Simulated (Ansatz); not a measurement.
## ZrB2 (P6/mmm): zone-centre modes under pressure

Wanted: Grüneisen parameters and pressure coefficients of the modes of ZrB2 (P6/mmm).

Main program and level: Ansatz 0.2.0; DFT LDA, scalar-relativistic, plane waves, PAW; PAW set soft_1.

## (1) Starting point

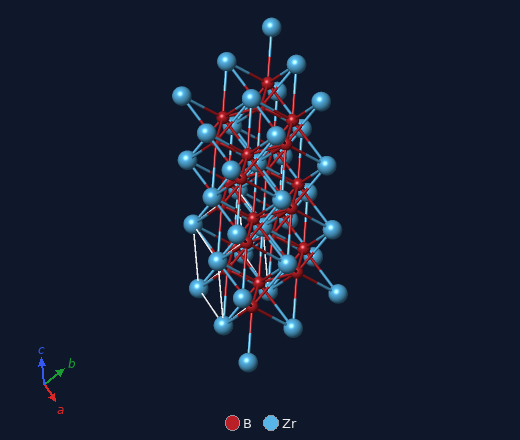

The cell as given, from a free direction (boron red, zirconium blue). 2×2×3 cells are drawn. Some periodic images of atoms are drawn too.

Coordinates:

```cif
data_structure
_symmetry_space_group_name_H-M 'P 1'
_symmetry_Int_Tables_number 1
_cell_length_a 3.1700
_cell_length_b 3.1700
_cell_length_c 3.5330
_cell_angle_alpha 90.000
_cell_angle_beta 90.000
_cell_angle_gamma 120.000
_cell_volume 30.75
loop_
_atom_site_label
_atom_site_type_symbol
_atom_site_fract_x
_atom_site_fract_y
_atom_site_fract_z
_atom_site_occupancy
B1 B 0.33333 0.66667 0.50000 1
B2 B 0.66667 0.33333 0.50000 1
Zr3 Zr 0.00000 0.00000 0.00000 1
```

## (2) A rough relaxation first

The start is far from rest, so a relaxation with loose tolerances brings it close first.

File input.yaml:

```yaml
crystal:
  lattice:
    - [3.17, 0.0, 0.0]
    - [-1.585, 2.74530053, 0.0]
    - [0.0, 0.0, 3.533]
  atoms:
    - { symbol: B, position: [0.33333333, 0.66666667, 0.5] }
    - { symbol: B, position: [0.66666667, 0.33333333, 0.5] }
    - { symbol: Zr, position: [0.0, 0.0, 0.0] }
kpoints:
  mp_grid: { grid: [9, 9, 6] }
hamiltonian:
  xc: lda
  pseudopotentials: { kind: paw, azcp: { folder: soft_1 }, xc_functional: pbe }
scf:
  occupations: { method: gaussian, width: 0.1 }
output:
  forces: true
  stress: true
  eigenvalues: true
relax:
  adjacent_minimum: "off"
  f_tol: 0.05
  max_steps: 80
  cell: { stress_tol: 0.5 }
```

On the command line:

```
$ ansatz run input.yaml --threads 4 --pin off --max-ram 10240MiB --backend cpu --events-out ev --progress --plain --runs-dir out
```

Numbers of over 12 decimals in the logs are rounded to 6 here.

The program printed:

```text
The last accepted step is kept in <dir> (removed where the run ends without a failure and the disk answers)
Engine: ansatz 0.2.0, aarch64-unknown-linux-gnu
Pseudopotentials: kind: paw
Pseudopotential: B, paw, valence charge 3, recommended cutoff 420 eV (normal), soft_1/B.paw.azcp
Pseudopotential: Zr, paw, valence charge 12, recommended cutoff 420 eV (normal), soft_1/Zr.paw.azcp
Functional definition: SPW92
[...]
F+E_penalty+E_count = -4380.28647526 eV   max|allowed force component| = 1.665e-16 eV/Å   (the final SCF, on the basis selected at the relaxed cell)
  cell:  # Å, volume = 29.6844 Å³
    - [3.135570, 0.0, 0.0]
    - [-1.567785, 2.715483, 0.0]
    - [0.0, 0.0, 3.486294]
  atoms:
    - { symbol: B, position: [0.333333, 0.666667, 0.5] }
    - { symbol: B, position: [0.666667, 0.333333, 0.5] }
    - { symbol: Zr, position: [0, 0, 0.0] }
[key lines of the parts left out:]
SCF converged after 7 iterations
Free energy (F): -4380.286475 eV
Fermi energy:    16.093532 eV
P = ⅓ Tr σ = -0.1785 GPa (-1.785 kbar)
```

It took 2.2 s on 4 threads of Arm Neoverse V1, shared host; peak memory 0.3 GiB.

The steps of the relaxation:

```csv
step,energy less that of the first step (eV),largest force component (eV/Å),pressure (GPa),volume (Å³)
1,0.0000,0.0000,-8.70,30.75
2,-0.0178,0.0000,4.55,29.15
3,-0.0303,0.0000,0.14,29.66
4,-0.0308,0.0000,-0.15,29.68
5*,-0.0302,0.0000,-0.18,29.68
```

Relaxation steps marked * repeat the geometry before them on a plane-wave basis chosen anew for their cell, so energy and pressure can jump there.

The run keeps the 24 symmetry operations that it works with, so distortions that break them were not tested.

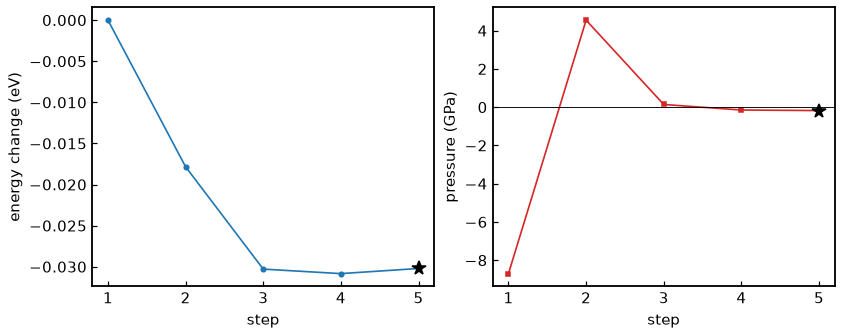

Energy and pressure along the relaxation. Stars mark steps on a basis chosen anew.

```csv
"conventional cell, symmetrised",before,after,change
a (Å),3.170,3.136,-1.1 %
b (Å),3.170,3.136,-1.1 %
c (Å),3.533,3.486,-1.3 %
volume (Å³/atom),10.25,9.89,-3.5 %
```

Final coordinates:

```
B Zr
1.0
     3.13557    0.00000    0.00000
    -1.56778    2.71548    0.00000
     0.00000    0.00000    3.48629
B Zr
2 1
Direct
  0.33333 0.66667 0.50000
  0.66667 0.33333 0.50000
  0.00000 0.00000 0.00000
```

Numbers from this step:

| Quantity | Value |
| --- | --- |
| pressure | -0.1785 GPa |
| volume per atom | 9.895 Å³ |
| gap on the k-mesh | 0 eV |

In this step the volume went from 10.25 to 9.89 Å³/atom.

## (3) Relaxation

Harmonic phonons are second derivatives at a point where the forces vanish, and they are wanted at zero stress, so atoms and cell are relaxed first.

input.yaml, the sections that differ from step 2:

```yaml
crystal:
  lattice:
    - [3.135569517, 0.0, 0.0]
    - [-1.5677847585, 2.7154828571, 0.0]
    - [0.0, 0.0, 3.4862944572]
  atoms:
    - { symbol: B, position: [0.3333333333, 0.6666666667, 0.5] }
    - { symbol: B, position: [0.6666666667, 0.3333333333, 0.5] }
    - { symbol: Zr, position: [0.0, 0.0, 0.0] }
kpoints:
  mp_grid: { grid: [15, 15, 12] }
relax:
  adjacent_minimum: "off"
  f_tol: 0.005
  max_steps: 80
  cell: { stress_tol: 0.05 }
# hamiltonian, scf, output: as in step 2
```

The program printed:

```text
[...]
Crystal: 3 atoms, lattice volume = 29.684 Å³
Basis set: ecut = 420 eV, 563 PW (Γ)
Bands: 13, of which v1, the nominal top of the filled ones, is band 9 counted from 1 (8 counted from 0)
Symmetry: 24 space group operations
[...]
k-points: 189 of 2700
[...]
k-point 188: bands = [... 5 lower, 7.3060, 11.1668, 13.4425, 13.4425, 20.3477, 22.4795, 22.4795, 22.9353]
--- Relaxed structure (3 steps of the walk, 3 accepted, 1 SCFs on fresh bases) ---
[...]
cell:  # Å, volume = 29.6590 Å³
    - [3.132798, 0.0, 0.0]
    - [-1.566399, 2.713083, 0.0]
    - [0.0, 0.0, 3.489480]
  atoms:
    - { symbol: B, position: [0.333333, 0.666667, 0.5] }
    - { symbol: B, position: [0.666667, 0.333333, 0.5] }
    - { symbol: Zr, position: [0, 0, 0.0] }
[key lines of the parts left out:]
SCF converged after 7 iterations
Free energy (F): -4380.295098 eV
Fermi energy:    16.075538 eV
P = ⅓ Tr σ = -0.0037 GPa (-0.037 kbar)
```

Wall time 5 s (4 threads); peak memory 0.38 GiB.

Little changed from the start: no atom moved by 0.005 Å and no cell edge by 0.1 %.

This step gave:

| Quantity | Value |
| --- | --- |
| pressure | -0.003728 GPa |
| volume per atom | 9.886 Å³ |

In this step the volume went from 9.89 to 9.89 Å³/atom.

## (4) Tight relaxation

Phonons need small forces and stress, so the relaxation is finished with tight tolerances on 15×15×12 k points.

input.yaml, the sections that differ from step 3:

```yaml
crystal:
  lattice:
    - [3.1327984606, 0.0, 0.0]
    - [-1.5663992303, 2.7130830518, 0.0]
    - [0.0, 0.0, 3.4894799151]
  atoms:
    - { symbol: B, position: [0.3333333333, 0.6666666667, 0.5] }
    - { symbol: B, position: [0.6666666667, 0.3333333333, 0.5] }
    - { symbol: Zr, position: [0.0, 0.0, 0.0] }
scf:
  occupations: { method: methfessel_paxton, width: 0.2 }
relax:
  adjacent_minimum: "off"
  f_tol: 0.001
  max_steps: 60
  cell: { stress_tol: 0.01 }
# kpoints, hamiltonian, output: as in step 3
```

The program printed:

```text
[...]
Crystal: 3 atoms, lattice volume = 29.659 Å³
Basis set: ecut = 420 eV, 563 PW (Γ)
Bands: 13, of which v1, the nominal top of the filled ones, is band 9 counted from 1 (8 counted from 0)
Symmetry: 24 space group operations
[...]
k-points: 189 of 2700
[...]
k-point 188: bands = [... 5 lower, 7.3064, 11.1667, 13.4429, 13.4429, 20.3472, 22.4793, 22.4793, 22.9351]
--- Relaxed structure (2 steps of the walk, 2 accepted, 1 SCFs on fresh bases) ---
[...]
cell:  # Å, volume = 29.6585 Å³
    - [3.132686, 0.0, 0.0]
    - [-1.566343, 2.712986, 0.0]
    - [0.0, 0.0, 3.489677]
  atoms:
    - { symbol: B, position: [0.333333, 0.666667, 0.500000] }
    - { symbol: B, position: [0.666667, 0.333333, 0.500000] }
    - { symbol: Zr, position: [0, 0, 0.0] }
[key lines of the parts left out:]
SCF converged after 4 iterations
Free energy (F): -4380.294418 eV
Fermi energy:    16.070250 eV
P = ⅓ Tr σ = -0.0039 GPa (-0.039 kbar)
```

Wall time 4 s (4 threads); peak memory 0.38 GiB.

Little changed from the start: no atom moved by 0.005 Å and no cell edge by 0.1 %.

This step gave:

```yaml
pressure: -0.003894 GPa
```

The forces vanish by symmetry and the pressure is -0.004 GPa, within the tolerances set. The cell now holds 9.89 Å³/atom.

## (5) Zone-centre response at rest

The force constants come from the linear response of the density to a displacement.

The modes at rest are the reference of the series.

input.yaml, the sections that differ from step 4:

```yaml
crystal:
  lattice:
    - [3.1326863947, 0.0, 0.0]
    - [-1.5663431973, 2.7129859999, 0.0]
    - [0.0, 0.0, 3.4896774883]
  atoms:
    - { symbol: B, position: [0.3333333333, 0.6666666667, 0.5] }
    - { symbol: B, position: [0.6666666667, 0.3333333333, 0.5] }
    - { symbol: Zr, position: [0.0, 0.0, 0.0] }
output:
  eigenvalues: true
phonons:
  method: dfpt
# kpoints, hamiltonian, scf: as in step 4
# relax: removed
```

The program printed:

```text
zone centre: on kpoints.mp_grid the ground state, and the responses unless they are solved on pairs of k-points, stand on 448 of the mesh's 2700 k-points, reduced under 4 symmetry operations, with k and −k counted as one. Each operation leaves every solved displacement unchanged or reverses it
[...]
Crystal: 3 atoms, lattice volume = 29.659 Å³
Basis set: ecut = 420 eV, 563 PW (Γ), exchange–correlation on 48×48×48 points (8 copies of the dense FFT grid, shifted against one another)
Bands: 13, of which v1, the nominal top of the filled ones, is band 9 counted from 1 (8 counted from 0)
Symmetry: 24 space group operations
k-points: 448 of 2700 (irreducible under 4 space group operations, time reversal used)
[...]
SCF iter   1: F=—  HF=-4380.863128 eV  |F-HF|=—  |Δ(HF+E_count)|=         —  Δρ=5.92e-2  dr2=1.90e0  ethr=3.10e-3  ⟨swp⟩=4.9  Hψ=28097  notcnv=0
[...]
SCF iter   8: F=-4380.294419 eV  HF=-4380.294419 eV  |F-HF|=4.55e-12  |Δ(HF+E_count)|=  1.83e-10  S|Δr|=    0.00e0  Δρ=1.18e-7  dr2=2.69e-12  ethr=1.00e-12  ⟨swp⟩=4.0  Hψ=27308  notcnv=0
SCF 1 converged in 8 iterations: F = -4380.294419 eV  dr2 = 2.69e-12
[...]
DFPT response loops at Γ: preconditioner auto → Kerker (q_TF=auto, 2.510 Å⁻¹) (partly filled bands, converged f_vac=0.000); β = 1.00, the filter's whole step (`scf.mixing.beta` (0.50) is not read by the response loops under this deck's `scf.mixing.preconditioner`; to damp them name `kerker` or `kerker_dos`, under which they read `scf.mixing.beta`, and type it under 1.00, their step now; both keys bind the ground state too); Broyden in place of MSR1
SCF converged after 8 iterations
[...]
Free energy (F): -4380.294419 eV
[...]
Internal energy: -4380.294920 eV  (E = F + TS)
E sigma→0 (E₀):  -4380.294544 eV
Entropy (-TS):   0.000502 eV (0.167 meV/atom)
Fermi energy:    16.070250 eV
[...]
--- Band table (eV; the first three rows and the last of 448) ---
  k-point 0: bands = [... 5 lower, 13.3863, 13.3863, 13.4147, 13.8106, 19.6263, 19.6263, 20.4165, 20.4165]
  k-point 1: bands = [... 5 lower, 12.7126, 13.4537, 13.4537, 14.4812, 19.0464, 19.0464, 20.1920, 20.1920]
  k-point 2: bands = [... 5 lower, 11.8103, 13.6538, 13.6538, 15.3123, 18.1735, 18.1735, 19.5990, 19.5990]
  k-point 447: bands = [... 5 lower, 9.1233, 11.4308, 12.5100, 13.4939, 19.6545, 21.0624, 21.2342, 22.3169]
--- Phonons (Γ-DFPT): 4 representative perturbations + reference, on 448 of 2700 k-points (Σ response iterations 12) ---
  k mesh reduced under 4 symmetry operations, with k and −k counted as one. Each operation leaves every solved displacement unchanged or reverses it
  ASR residual: 5.264e-5 → 0.000e0 eV/Å²; symmetrization residual: 2.770e-7 eV/Å²
  ASR residual per site (eV/Å²): 1.09e-5 1.09e-5 5.26e-5
  Γ frequencies (cm⁻¹): 0.00 0.00 0.00 467.68 467.68 487.91 583.73 796.60 796.60
  non-analytic LO–TO correction: not included (Born effective charges unavailable; polar crystals: no LO–TO splitting at Γ)
```

Elapsed: 17 s, on 4 threads; peak memory 0.81 GiB; 64 s of CPU time.

Numbers from this step:

- sum-rule residual before enforcement: 5.26e-5 eV/Å²
- point group: 6/mmm
- highest optical mode at the zone centre (no LO-TO term): 796.6 cm⁻¹
- lowest optical zone-centre mode: 467.7 cm⁻¹

Patterns of degenerate modes are one choice out of their space. Modes at Γ, with each element's share of the kinetic energy:

```csv
mode,frequency (cm⁻¹),symmetry,B %,Zr %
1,0.0,acoustic,19,81
2,0.0,acoustic,19,81
3,0.0,acoustic,19,81
4,467.7,E1u,81,19
5,467.7,E1u,81,19
6,487.9,A2u,81,19
7,583.7,B1g,100,0
8,796.6,E2g,100,0
9,796.6,E2g,100,0
```

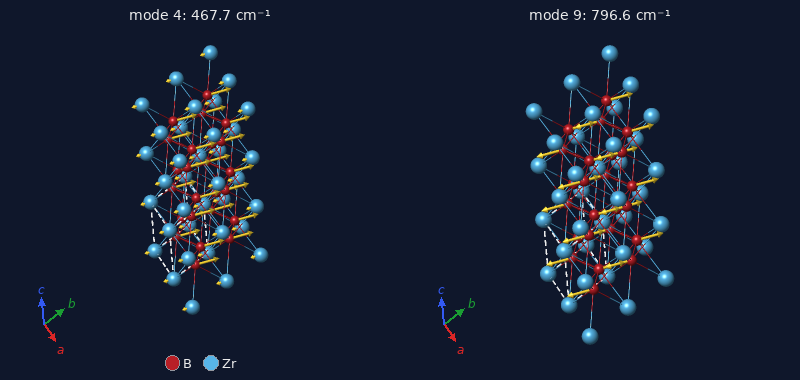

Displacement patterns of modes 4 and 9 at Γ; arrows are exaggerated. 2×2×3 cells are drawn. Some periodic images of atoms are drawn too.

Before it was imposed, the acoustic sum rule was missed by 5.3e-5 eV/Å². Small misses are needed for a sound result but don't prove that mesh and cutoff are converged. The lowest optical mode is real, 468 cm⁻¹.

## (6) A member of the series: 1.06 times the volume at rest

The cell is set to 1.06 times the volume at rest, and shape and atoms relax at that volume.

input.yaml, the sections that differ from step 5:

```yaml
crystal:
  lattice:
    - [3.1916596265, 0.0, 0.0]
    - [-1.5958298132, 2.7640583168, 0.0]
    - [0.0, 0.0, 3.5636238683]
  atoms:
    - { symbol: B, position: [0.3333333333, 0.6666666667, 0.5] }
    - { symbol: B, position: [0.6666666667, 0.3333333333, 0.5] }
    - { symbol: Zr, position: [0.0, 0.0, 0.0] }
output:
  forces: true
  stress: true
  eigenvalues: true
relax:
  adjacent_minimum: "off"
  f_tol: 0.001
  max_steps: 60
  cell: { stress_tol: 0.01, fix: [volume] }
# kpoints, hamiltonian, scf: as in step 5
# phonons: removed
```

The program printed:

```text
[...]
Crystal: 3 atoms, lattice volume = 31.438 Å³
Basis set: ecut = 420 eV, 575 PW (Γ)
Bands: 13, of which v1, the nominal top of the filled ones, is band 9 counted from 1 (8 counted from 0)
Symmetry: 24 space group operations
[...]
k-points: 189 of 2700
[...]
k-point 188: bands = [... 5 lower, 6.6037, 10.2667, 12.5036, 12.5036, 19.0316, 20.9612, 20.9612, 21.4948]
--- Relaxed structure (3 steps of the walk, 3 accepted, 1 SCFs on fresh bases) ---
[...]
cell:  # Å, volume = 31.4381 Å³
    - [3.190288, -2.8855192553312668e-11, 0]
    - [-1.595144, 2.762870, 0]
    - [0, 0, 3.566689]
  atoms:
    - { symbol: B, position: [0.333333, 0.666667, 0.5] }
    - { symbol: B, position: [0.666667, 0.333333, 0.5] }
    - { symbol: Zr, position: [0, 0, 0] }
[key lines of the parts left out:]
SCF converged after 4 iterations
Free energy (F): -4380.215484 eV
Fermi energy:    15.115640 eV
P = ⅓ Tr σ = -13.5435 GPa (-135.435 kbar)
```

The job ended after 4.5 s (4 threads; peak memory 0.38 GiB).

Little changed from the start: no atom moved by 0.005 Å and no cell edge by 0.1 %.

This step gave:

```
pressure        : -13.54 GPa
volume per atom : 10.48 Å³
```

The forces vanish by symmetry, at a pressure of -13.54 GPa.

## (7) Zone-centre modes of the member: 1.06 times the volume at rest

The zone-centre modes follow for 1.06 times the volume at rest.

input.yaml, the sections that differ from step 6:

```yaml
crystal:
  lattice:
    - [3.1902878893, 0.0, 0.0]
    - [-1.5951439446, 2.7628703576, 0.0]
    - [0.0, 0.0, 3.5666890501]
  atoms:
    - { symbol: B, position: [0.3333333333, 0.6666666667, 0.5] }
    - { symbol: B, position: [0.6666666667, 0.3333333333, 0.5] }
    - { symbol: Zr, position: [0.0, 0.0, 0.0] }
output:
  eigenvalues: true
phonons:
  method: dfpt
# kpoints, hamiltonian, scf: as in step 6
# relax: removed
```

The program printed:

```text
[...]
Crystal: 3 atoms, lattice volume = 31.438 Å³
Basis set: ecut = 420 eV, 575 PW (Γ), exchange–correlation on 48×48×48 points (8 copies of the dense FFT grid, shifted against one another)
Bands: 13, of which v1, the nominal top of the filled ones, is band 9 counted from 1 (8 counted from 0)
Symmetry: 24 space group operations
k-points: 448 of 2700 (irreducible under 4 space group operations, time reversal used)
[...]
SCF iter   1: F=—  HF=-4380.714424 eV  |F-HF|=—  |Δ(HF+E_count)|=         —  Δρ=5.36e-2  dr2=1.71e0  ethr=3.10e-3  ⟨swp⟩=4.9  Hψ=27976  notcnv=0
[...]
SCF iter   8: F=-4380.215485 eV  HF=-4380.215485 eV  |F-HF|=2.73e-12  |Δ(HF+E_count)|=  7.64e-11  S|Δr|=    0.00e0  Δρ=2.26e-7  dr2=6.18e-12  ethr=1.00e-12  ⟨swp⟩=4.0  Hψ=27227  notcnv=0
SCF 1 converged in 8 iterations: F = -4380.215485 eV  dr2 = 6.18e-12
[...]
SCF converged after 8 iterations
[...]
Free energy (F): -4380.215485 eV
[...]
Internal energy: -4380.216028 eV  (E = F + TS)
E sigma→0 (E₀):  -4380.215621 eV
Entropy (-TS):   0.000542 eV (0.181 meV/atom)
Fermi energy:    15.115640 eV
[...]
--- Band table (eV; the first three rows and the last of 448) ---
  k-point 0: bands = [... 5 lower, 12.5719, 12.5719, 12.5790, 12.7985, 18.4044, 18.4044, 19.1389, 19.1389]
  k-point 1: bands = [... 5 lower, 11.8082, 12.6355, 12.6355, 13.5328, 17.8959, 17.8959, 18.9354, 18.9354]
  k-point 2: bands = [... 5 lower, 10.9062, 12.8244, 12.8244, 14.3488, 17.0990, 17.0990, 18.3943, 18.3943]
  k-point 447: bands = [... 5 lower, 8.3727, 10.5806, 11.5614, 12.6139, 18.4004, 19.7122, 19.8986, 20.9193]
[...]
ASR residual: 1.498e-4 → 0.000e0 eV/Å²; symmetrization residual: 2.688e-7 eV/Å²
  ASR residual per site (eV/Å²): 2.58e-5 2.58e-5 1.50e-4
  Γ frequencies (cm⁻¹): 0.00 0.00 0.00 431.07 431.07 434.86 545.15 731.37 731.37
[...]
```

It took 18 s on 4 threads; peak memory 0.84 GiB; 65 s of CPU time.

This step gave:

```yaml
sum_rule_residual_before_enforcement: 1.50e-4 eV/Å²
highest_optical_mode_at_the_zone_centre_no_lo_to_term: 731.4 cm⁻¹
lowest_optical_zone_centre_mode: 431.1 cm⁻¹
```

Patterns of degenerate modes are one choice out of their space. Modes at Γ, with each element's share of the kinetic energy:

```csv
mode,frequency (cm⁻¹),symmetry,B %,Zr %
1,0.0,acoustic,19,81
2,0.0,acoustic,19,81
3,0.0,acoustic,19,81
4,431.1,E1u,81,19
5,431.1,E1u,81,19
6,434.9,A2u,81,19
7,545.1,B1g,100,0
8,731.4,E2g,100,0
9,731.4,E2g,100,0
```

The lowest optical mode is real, 431 cm⁻¹, and the highest lies at 731.4 cm⁻¹.

For the highest optical mode at the zone centre (no LO-TO term), step 5 gave 797 cm⁻¹; this run, with volume ratio 1.06, gives 731 cm⁻¹ (-8 %).

[end of part 1 of 2]

[Logs are printed without paths, hosts, clocks, repeated set-up lines and the standing remarks that a program may print on its own settings, such as how far it seeks lower states.]

[Hosts, paths, dates, database ids (printed as entryN), source tags and the programs' standing remarks are cut or masked in the printed files.]
